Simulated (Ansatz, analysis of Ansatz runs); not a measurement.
# Li2SnF6 (P-31m), nudged elastic band: Li_i by the interstitialcy path (q = 0), part 2 of 4

How high is the barrier when Li changes place in Li2SnF6 (P-31m)? The case: Li_i by the interstitialcy path, charge 0, in a cell of 72 host atoms with 1 Li put in.

Ansatz 0.2.0; plane-wave PAW DFT, PBEsol; nudged elastic band between two relaxed defect structures.

So far: Set-up; Relaxation of the start point, charge 0.

## (2) Relaxation of the start point, charge 0 (continued)

Level of this step: plane-wave PAW DFT, PBEsol; relaxation of all atoms of a defect supercell (Ansatz).

Relaxation path:

```csv
step,energy less that of the first step (eV),largest force component (eV/Å)
1,0.0000,3.0512
2,-1.2115,2.3606
3,-1.8728,1.1793
4,-2.1468,0.4665
5,-2.2898,0.3254
6,-2.3010,0.3573
7,-2.3642,0.1339
8,-2.3591,0.1731
9,-2.3738,0.0441
10,-2.3754,0.0161
```

Relaxation step 8 was tried and not accepted.

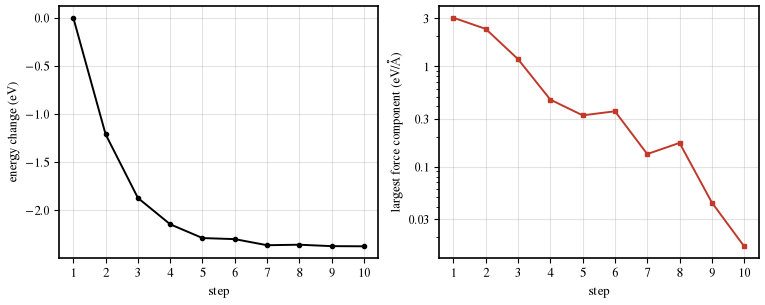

Energy and largest force along the relaxation.

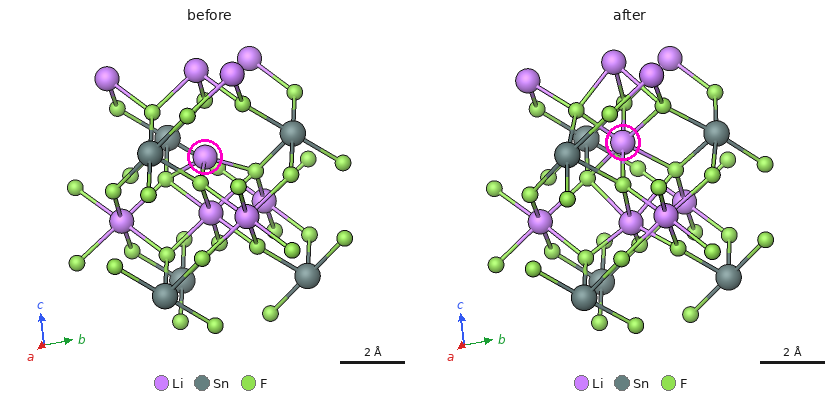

Before and after: the atoms that start within 5 Å of the centre. Li73, which moves most, is ringed if it is among them.

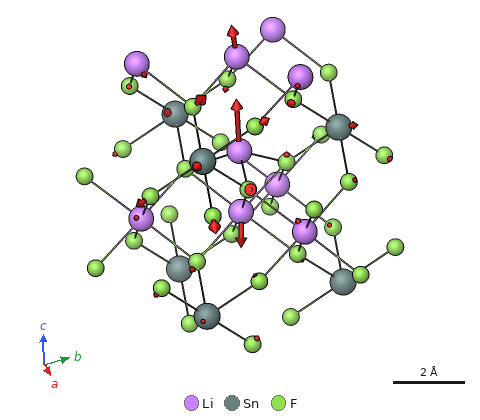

Displacements in the relaxation from the typed sites near the centre, exaggerated, the mean shift taken out; the longest in the cell stands for 0.49 Å.

The atoms that moved most (Å, from the sites as typed, ahead of the random displacement, the mean shift of all atoms taken out):

| atom | dx | dy | dz | length |
| --- | --- | --- | --- | --- |
| Li73 | 0.034 | -0.019 | 0.491 | 0.492 |
| Li1 | 0.052 | -0.015 | -0.278 | 0.283 |
| Li10 | 0.040 | -0.040 | 0.271 | 0.276 |
| F43 | 0.183 | -0.009 | -0.096 | 0.207 |
| F45 | -0.186 | 0.058 | -0.057 | 0.204 |
| F71 | 0.099 | -0.154 | 0.081 | 0.201 |
| F15 | -0.142 | 0.133 | 0.045 | 0.199 |
| F23 | -0.050 | -0.099 | -0.084 | 0.139 |

Neighbours of Li73 at the end:

```
atom  distance (Å)
 F15         1.889
 F45         1.889
 F53         1.971
  F7         1.973
 F13         2.015
  F5         2.016
 Li1         2.555
Li10         2.558
```

This step gave:

```yaml
free_energy: -89535.5604 eV
total_moment: 1 μB
integral_of_the_absolute_spin_density: 1.038 μB
spin_contamination: 4.52e-4
r_m_s_move_of_the_farther_half_of_the_atoms: 0.04829 Å
largest_move_from_the_ideal_geometry_of_this_structure_a_common_shift_of_the_far_atoms_taken_out: 0.4973 Å
```

The relaxation gained 2.375 eV and ended with a largest force component of 0.016 eV/Å.

## (3) Relaxation of the end point, charge 0

The end point is relaxed in the same cell and settings, so that the two energies compare. Atoms more than 3.2 Å from the middle of the hop start where the first relaxation left them, the nearer ones on or close to their ideal places, with small random displacements.

Input file q0_M1.end/input.yaml:

```yaml
crystal:
  lattice:
    - [9.92600377, 6.0e-08, 0.0]
    - [-4.96300194, 8.5961714, 0.0]
    - [0.0, 0.0, 9.1294056]
  atoms:
    - { symbol: Li, position: [0.3333, 0.1667, -0.0543] }
    - { symbol: Li, position: [0.16666667, 0.33333333, 0.25] }
[... 1 atom line left out ...]
    - { symbol: F, position: [0.16302591, 0.16302591, 0.12665251] }
    - { symbol: F, position: [0.33697409, 0.33697409, 0.37334749] }
    - { symbol: F, position: [0.33697409, 0.0, 0.12665251] }
    - { symbol: F, position: [0.16302591, 0.0, 0.37334749] }
[... 5 atom lines left out ...]
    - { symbol: F, position: [0.16302591, 0.16302591, 0.62665251] }
[... 6 atom lines left out ...]
    - { symbol: Li, position: [0.16666667, 0.83333333, 0.25] }
[... 17 atom lines left out ...]
    - { symbol: Li, position: [0.66666667, 0.33333333, 0.25] }
[... 5 atom lines left out ...]
    - { symbol: F, position: [0.5, 0.33697409, 0.12665251] }
    - { symbol: F, position: [0.5, 0.16302591, 0.37334749] }
[... 7 atom lines left out ...]
    - { symbol: F, position: [0.5, 0.33697409, 0.62665251] }
[... 19 atom lines left out ...]
    - { symbol: Li, position: [0.333333, 0.166667, 0.25] }
basis:
  ecutwfc: 420
  xc_grid: 2
hamiltonian:
  xc: pbesol
kpoints:
  mp_grid: { grid: [1, 1, 1], shift: [0.25, 0.25, 0.25] }
magnetization:
  spin_polarized: true
  initial_magnetization: 1
  spin_locking: { lock_magnetization: hard }
scf:
  occupations: { method: fixed }
  max_iter: 120
output:
  forces: true
relax:
  f_tol: 0.02
  max_steps: 70
  random_displacement: { amplitude: 0.01, seed: 4113 }
```

Run with:

```console
$ ansatz run input.yaml --threads 4 --pin off --max-ram 14131MiB --backend cpu --events-out ev --progress --plain --runs-dir out
```

Numbers of over 12 decimals in the logs are rounded to 6 here.

The program printed:

```text
[...]
Crystal: 73 atoms, lattice volume = 778.972 Å³
Basis set: ecut = 420 eV, 15259 PW (Γ), exchange–correlation on 144×144×128 points (8 copies of the dense FFT grid, shifted against one another)
Bands: 323, of which v1, the nominal top of the filled ones, is band 250 counted from 1 (249 counted from 0)
Symmetry: 1 space group operations
k-points: 1
[...]
Starting moments: Σ|m| = 1 μB on 73 of 73 sites
[...]
SCF iter   1: F=—  HF=-89552.601979 eV  |F-HF|=—  |Δ(HF+E_count)|=         —  Δρ=4.68e-2 (↑4.53e-2 ↓4.68e-2)  dr2=4.61e1  dr2_m=1.79e-1  M=1.000 μB ∫|m|=1.081 μB  β_m=0.30  ethr=3.10e-3  ⟨swp⟩=4.0  Hψ=2140  notcnv=0  defer=140
[...]
[... 27 atoms left out ...]
  atom  73  Li     0.00368377    -0.00192934     0.00794322
  max |Σ_I F_I| component: 3.76e-5 eV/Å
--- Relaxed structure (12 steps of the walk, 10 accepted, 0 SCFs on fresh bases) ---
  F+E_penalty+E_count = -89535.56028555 eV   max|allowed force component| = 1.499e-2 eV/Å
  atoms:
    - { symbol: Li, position: [0.335579, 0.164224, -0.001019] }
    - { symbol: Li, position: [0.167006, 0.334804, 0.249827] }
    [... 1 atom left out ...]
    - { symbol: F, position: [0.163281, 0.160967, 0.118893] }
    - { symbol: F, position: [0.336605, 0.336581, 0.374756] }
    - { symbol: F, position: [0.330381, 0.015288, 0.131569] }
    - { symbol: F, position: [0.161490, -0.002293, 0.375222] }
    [... 12 atoms left out ...]
    - { symbol: Li, position: [0.170288, 0.838236, 0.243209] }
    [... 17 atoms left out ...]
    - { symbol: Li, position: [0.669431, 0.331059, 0.247475] }
    [... 5 atoms left out ...]
    - { symbol: F, position: [0.491923, 0.335814, 0.120710] }
    - { symbol: F, position: [0.503811, 0.165941, 0.378760] }
    [... 27 atoms left out ...]
    - { symbol: Li, position: [0.335034, 0.162379, 0.278992] }
[key lines of the parts left out:]
SCF converged after 6 iterations
Magnetization: 1.0000 μB (250.0000 up, 249.0000 down)
Free energy (F): -89535.560286 eV
Fermi energy:    6.443183 (↑ 6.443183, ↓ 2.285546) eV
```

It took 5.4 min on 4 threads of Arm Neoverse V1, shared host; peak memory 2.4 GiB.

Step by step:

```
step  energy less that of the first step (eV)  largest force component (eV/Å)
   1                                   0.0000                          5.1302
   2                                  -1.3175                          4.0257
   3                                  -2.1879                          2.4399
   4                                  -2.8081                          0.9317
   5                                  -3.0198                          0.1403
   6                                  -2.8057                          1.0277
   7                                  -3.0819                          0.2533
   8                                  -3.2775                          0.3381
   9                                  -3.1151                          0.6734
  10                                  -3.3297                          0.0639
  11                                  -3.3332                          0.0452
  12                                  -3.3340                          0.0150
```

Relaxation steps 6, 9 were tried and not accepted.

The atoms that moved most (Å, from the sites as typed, ahead of the random displacement):

```
atom      dx      dy      dz  length
Li10   0.019   0.024  -0.559   0.560
 Li1   0.034  -0.022   0.487   0.489
Li73   0.037  -0.038   0.265   0.271
 F54  -0.207   0.032  -0.109   0.236
  F6  -0.143   0.130   0.046   0.198
 F52   0.153  -0.018  -0.120   0.195
 F62   0.090  -0.118   0.114   0.187
 F71  -0.079   0.115  -0.119   0.184
```

Neighbours of Li73 at the end:

| atom | distance (Å) |
| --- | --- |
| F45 | 1.892 |
| F7 | 1.896 |
| F5 | 1.931 |
| F6 | 1.969 |
| F44 | 2.190 |
| F4 | 2.240 |
| Li1 | 2.556 |
| Li20 | 2.806 |

Numbers from this step:

- free energy: -89535.5603 eV
- total moment: 1 μB
- integral of the absolute spin density: 1.039 μB
- spin contamination: 4.53e-4
- r.m.s. move of the farther half of the atoms: 0.07272 Å
- largest move from the ideal geometry of this structure, a common shift of the far atoms taken out: 0.5032 Å

The relaxation gained 3.334 eV and ended with a largest force component of 0.015 eV/Å. The end lies within 1 meV of the start.

(Continued in part 3 of 4.)

[Logs are printed without paths, hosts, clocks, repeated set-up lines and the standing remarks that a program may print on its own settings, such as how far it seeks lower states.]

[Hosts, paths, dates, database ids (printed as entryN), source tags and the programs' standing remarks are cut or masked in the printed files.]
